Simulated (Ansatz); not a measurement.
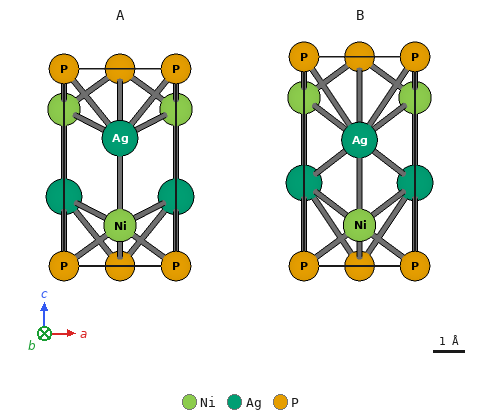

Two geometries of a crystal of NiAgP (built on the matlockite type) (coarse preliminary run), drawn at one scale. One is the start of a relaxation, the other its converged end. The picture is a ball-and-stick view of the cell of the calculation, seen along the b axis.

The calculation used DFT PBE, scalar-relativistic, plane waves, PAW (Ansatz 0.2.0). Set-up: plane-wave cutoff 420 eV; k-point mesh 6 × 6 × 4; occupations gaussian; smearing width 0.1 eV; no spin polarisation; cell and atoms relaxed; force threshold 0.04 eV/Å; at most 70 steps.

Q: Which of the two is the end point?

A: Structure B is the relaxed one. Case: matlockite type (P4/nmm, No. 129). The largest moves relative to the cell, 0.31 Å, are those of Ag atoms. By element the largest moves are Ag 0.31 Å, Ni 0.07 Å. P stays in place. The volume changes by +4.3 %, with a = b 3.648 → 3.617 Å (−0.9 %), c 6.420 → 6.812 Å (+6.1 %). Among the contacts that change: Ag–P 2.902 → 3.257 Å, Ag–Ag 3.208 → 2.913 Å, Ag–Ni 2.744 → 2.906 Å, Ag–Ni 2.844 → 2.775 Å. Bond angles that change, for instance: Ni–Ag–Ni 140.1° → 123.3°, Ni–Ag–Ni 110.0° → 118.4°, Ni–Ag–Ni 83.3° → 77.0°. The space group stays P4/nmm (No. 129). Over 4 accepted moves (6 points after the start) the energy falls by 82.9 meV per atom. Largest force component: 1.4 eV/Å at the start, 0.0055 eV/Å at the end. Pressure: 5.48 GPa at the start and −0.02 GPa at the end. The line search rejected the trial step at point 4 of the run. The SCF was repeated once at an unchanged geometry on a basis and grid sized afresh for the cell, which shifted the energy by 0.3 meV per atom at most. The run took 70 s on 1 thread of Arm Neoverse V2, with other jobs on the host, peak memory 0.42 GiB.

Limits of the set-up: an element that often carries a moment was run without spin polarisation.
